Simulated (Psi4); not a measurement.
# GaH3 (SMILES [GaH3]), step by step

Wanted: a geometry optimisation (r2SCAN/6-311G**), then the harmonic vibrations, then a single-point energy (MP2/cc-pVTZ) of GaH3. 

The results are computed with Psi4 1.11.

## (1) Starting point

GaH3 has 4 atoms, charge 0, and is taken as a singlet. SMILES: `[GaH3]`. The shape is that of a PBE0-D4/def2-TZVP optimisation. The run starts from this shape.

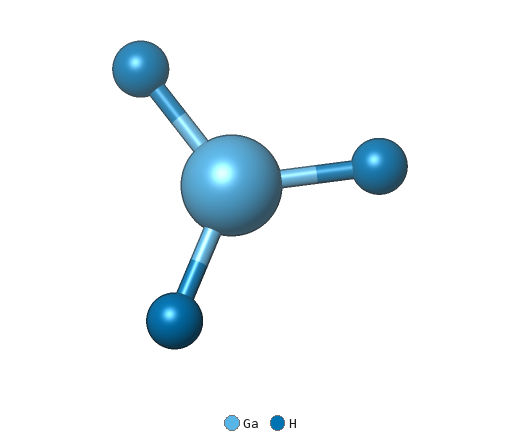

The structure, seen from a chosen angle (gallium blue, hydrogen blue).

## (2) A geometry optimisation at r2SCAN/6-311G(d,p) (density fitting) (run 1)

calc.dat reads:

```
memory 1600 MB

molecule system {
  0 1
  Ga     0.02532233    -0.02815692    -0.00869274
  H      2.36669300     0.64968784     1.67750988
  H     -1.04331779    -2.79263727    -0.01833034
  H     -1.24419568     2.05734483    -1.68884824
  units au
}

set {
  geom_maxiter 60
}

e, wfn = optimize("r2scan/6-311G**", return_wfn=True)
print_variables()
```

Command:

```sh
psi4 -n 1 calc.dat calc.out
```

calc.out:

```text
[...]
  Running in c1 symmetry.
[...]
  Nuclear repulsion =   31.962558418829840
[...]
  Multiplicity = 1
[...]
  Nalpha       = 17
  Nbeta        = 17
[...]
    Number of basis functions: 62
[...]
   @DF-RKS iter   1: -1924.20016670809991   -7.97392e-01   6.01696e-02 DIIS/ADIIS
[...]
   @DF-RKS iter   5: -1926.56668478317374   -5.00222e-12   4.63491e-09 DIIS
[...]
    Orbital Energies [Eh]
    ---------------------
    Doubly Occupied:
       1A   -371.962231     2A    -45.729771     3A    -40.455284
       4A    -40.450301     5A    -40.450300     6A     -5.440139
       7A     -3.714096     8A     -3.699743     9A     -3.699743
      10A     -0.755137    11A     -0.748513    12A     -0.748513
      13A     -0.743104    14A     -0.743103    15A     -0.428868
      16A     -0.282363    17A     -0.282361
[...]
  @DF-RKS Final Energy: -1926.56668478317374
   => Energetics <=
    Nuclear Repulsion Energy =             32.1968570397373099
    One-Electron Energy =               -2749.7343421459422643
    Two-Electron Energy =                 867.1025484044719178
    DFT Exchange-Correlation Energy =     -76.1317480814404206
    Empirical Dispersion Energy =           0.0000000000000000
    VV10 Nonlocal Energy =                  0.0000000000000000
    Total Energy =                      -1926.5666847831737414
[...]
  -Total Gradient:
     Atom            X                  Y                   Z
    ------   -----------------  -----------------  -----------------
       1        0.000005642055     0.000006044742     0.000002821550
       2        0.000001443462    -0.000004463156     0.000002515572
       3       -0.000001135034     0.000003439338    -0.000002032231
       4        0.000003620049     0.000001841005     0.000002321461
[...]
```

The script printed:

```text
Optimizer: Optimization complete!
```

Run time: 32 s. Hardware: 1 thread of Intel Xeon Platinum 8259CL at 2.50GHz (Skylake/Cascade Lake), shared host; peak memory 0.57 GiB.

The path in brief:

```
step  energy from the first frame kept (eV)  largest force (eV/Å)
   0                                 0.0000                0.1636
   1                                -0.0024                0.0678
   2                                 0.0458                0.6196
   3                                 0.0034                0.2589
   4                                -0.0028                0.0064
   5                                -0.0028                0.0005
```

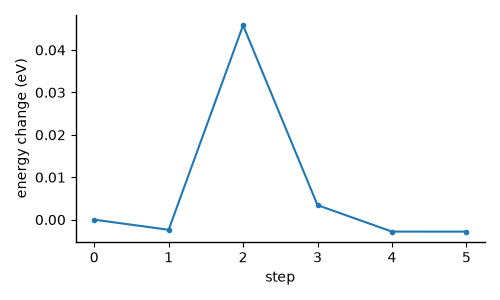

Energy along the run.

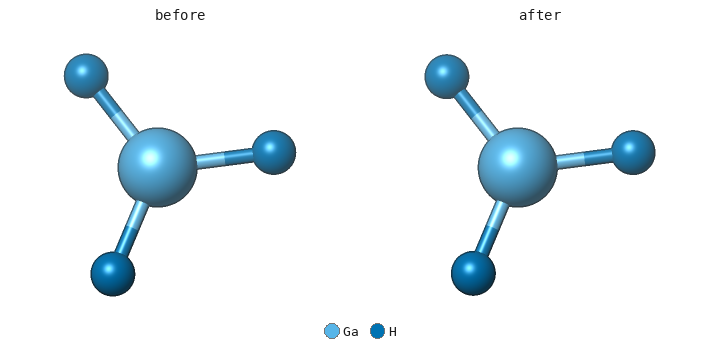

Before and after, at one scale.

After the run. Bond lengths: Ga1–H2 1.557 Å, Ga1–H3 1.557 Å, Ga1–H4 1.557 Å. Angles: H2–Ga1–H3 120.0°, H2–Ga1–H4 120.0°, H3–Ga1–H4 120.0°.

## (3) The harmonic vibrations at r2SCAN/6-311G(d,p) (density fitting) (run 2)

gah3.in reads:

```
memory 1600 mb

molecule system {
  0 1
  Ga
  H 1 1.556989
  H 1 1.556982 2 120.00138
  H 1 1.556986 3 120.00042 2 179.99984
}

set {
  t 400.0
  rotational_symmetry_number 6
}

freq('r2scan/6-311G**')
```

Command:

```sh
psi4 -i gah3.in -o gah3.out -n 1
```

gah3.out:

```text
[...]
  Running in c1 symmetry.
[...]
  Nuclear repulsion =   32.196855424486635
[...]
  Multiplicity = 1
[...]
  Nalpha       = 17
  Nbeta        = 17
[...]
    Number of basis functions: 62
[...]
   @DF-RKS iter   1: -1924.20424723398651   -7.88118e-01   6.01671e-02 ADIIS/DIIS
[...]
   @DF-RKS iter  12: -1926.56668686650960   -2.27374e-12   3.89127e-10 DIIS
[...]
  @DF-RKS Final Energy: -1926.56668686650960
   => Energetics <=
    Nuclear Repulsion Energy =             32.1968522246237683
    One-Electron Energy =               -2749.7343482378933004
    Two-Electron Energy =                 867.1025623358621033
    DFT Exchange-Correlation Energy =     -76.1317531891023123
    Empirical Dispersion Energy =           0.0000000000000000
    VV10 Nonlocal Energy =                  0.0000000000000000
    Total Energy =                      -1926.5666868665095990
[...]
  -Total Gradient:
     Atom            X                  Y                   Z
    ------   -----------------  -----------------  -----------------
       1        0.000000136491     0.000387393962     0.000020682600
       2       -0.000000046637     0.000060423242     0.000005326586
       3       -0.000000046572    -0.000227246381     0.000165824577
       4       -0.000000047187    -0.000220282044    -0.000162920266
[...]
  ==> Harmonic Vibrational Analysis <==
[...]
  Freq [cm^-1]                 732.7395            767.4639            768.5821
[...]
  IR activ [km/mol]            169.6439            142.4334            142.1851
[...]
  Freq [cm^-1]                1989.2214           1996.3314           1997.3976
[...]
  IR activ [km/mol]             0.0348             246.7232            246.2829
[...]
  Total E_0, Enthalpy at 0 [K]                                                        -1926.54788646 [Eh]
[...]
```

Wall time 2.2 min (1 thread of Intel Xeon Platinum 8259CL at 2.50GHz (Skylake/Cascade Lake), shared host); peak memory 0.6 GiB.

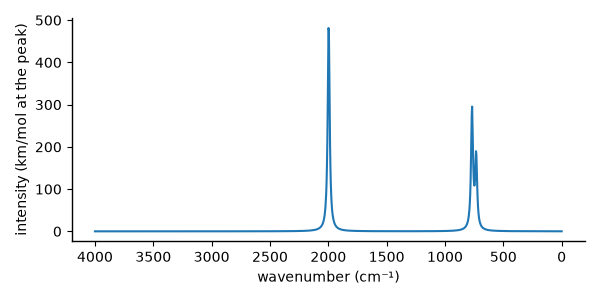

Harmonic infrared spectrum, unscaled, lines broadened by 10 cm⁻¹.

## (4) A single-point energy at MP2/cc-pVTZ (density fitting, density fitting for correlation) (run 3)

job.in reads:

```
memory 1.6 GB

molecule mol {
  Ga     0.02536768    -0.02817393    -0.00874187
  H      2.34865178     0.64512982     1.66638128
  H     -1.03654313    -2.77211673    -0.01712659
  H     -1.23598293     2.04255395    -1.67549921
  units au
}

set globals {
  basis cc-pVTZ
  freeze_core true
}

energy('mp2')
```

Command:

```sh
psi4 -i job.in -o job.out -n 1
```

job.out:

```text
[...]
  Running in c1 symmetry.
[...]
  Nuclear repulsion =   32.196856682855547
[...]
  Multiplicity = 1
[...]
  Nalpha       = 17
  Nbeta        = 17
[...]
    Number of basis functions: 85
[...]
   @DF-RHF iter   1: -1923.84640872536306   -3.21359e+00   2.28567e-02 DIIS/ADIIS
[...]
   @DF-RHF iter   9: -1925.00103806210382   -8.18545e-12   2.14455e-09 DIIS
[...]
    Orbital Energies [Eh]
    ---------------------
    Doubly Occupied:
       1A   -378.810413     2A    -48.163156     3A    -42.491938
       4A    -42.488662     5A    -42.488662     6A     -6.391732
       7A     -4.488210     8A     -4.480570     9A     -4.480570
      10A     -1.201555    11A     -1.196283    12A     -1.196283
      13A     -1.189791    14A     -1.189791    15A     -0.600940
      16A     -0.429343    17A     -0.429339
[...]
  @DF-RHF Final Energy: -1925.00103806210382
   => Energetics <=
    Nuclear Repulsion Energy =             32.1968566828555467
    One-Electron Energy =               -2750.9613140033638956
    Two-Electron Energy =                 793.7634192584046104
    Total Energy =                      -1925.0010380621038166
[...]
 Multipole Moments:
 ------------------------------------------------------------------------------------
     Multipole            Electronic (a.u.)      Nuclear  (a.u.)        Total (a.u.)
 ------------------------------------------------------------------------------------
 L = 1.  Multiply by 2.5417464519 to convert [e a0] to [Debye]
 Dipole X            :         -0.0000203            0.0000119           -0.0000085
 Dipole Y            :         -0.0000783            0.0000465           -0.0000318
 Dipole Z            :          0.0000158           -0.0000099            0.0000059
 Magnitude           :                                                    0.0000334
[...]
```

It took 6 s on 1 thread of Intel Xeon Platinum 8259CL at 2.50GHz (Skylake/Cascade Lake), shared host; peak memory 0.59 GiB.

## (5) Outcome

```
                                                                      quantity             value
                               run 1, r2SCAN/6-311G**: total energy at the end    -1926.56668 Eh
                                         run 1, r2SCAN/6-311G**: dipole moment            0.00 D
                                           run 1, r2SCAN/6-311G**: HOMO energy          -7.68 eV
                                           run 1, r2SCAN/6-311G**: LUMO energy          -2.30 eV
                                         run 1, r2SCAN/6-311G**: HOMO–LUMO gap           5.39 eV
                                          run 2, r2SCAN/6-311G**: total energy    -1926.56669 Eh
                            run 2, r2SCAN/6-311G**: lowest harmonic wavenumber          733 cm⁻¹
                           run 2, r2SCAN/6-311G**: highest harmonic wavenumber         1997 cm⁻¹
                                     run 2, r2SCAN/6-311G**: zero-point energy       49.4 kJ/mol
run 2, r2SCAN/6-311G**: ideal-gas entropy at 400 K (symmetry number 6 as used)  55.3 cal/(mol K)
                                              run 3, MP2/cc-pVTZ: total energy    -1925.17839 Eh
                       run 3, MP2/cc-pVTZ: HOMO energy (Hartree–Fock orbitals)         -11.68 eV
                       run 3, MP2/cc-pVTZ: LUMO energy (Hartree–Fock orbitals)           0.87 eV
                     run 3, MP2/cc-pVTZ: HOMO–LUMO gap (Hartree–Fock orbitals)          12.55 eV
               run 3, MP2/cc-pVTZ: correlation energy (9 core orbitals frozen)        -177.3 mEh
```

The optimisation (run 1, r2SCAN/6-311G**) took 6 steps and changed the energy by -0.003 eV. All 6 modes (run 2, r2SCAN/6-311G**) are real, so the shape is a minimum at this level.
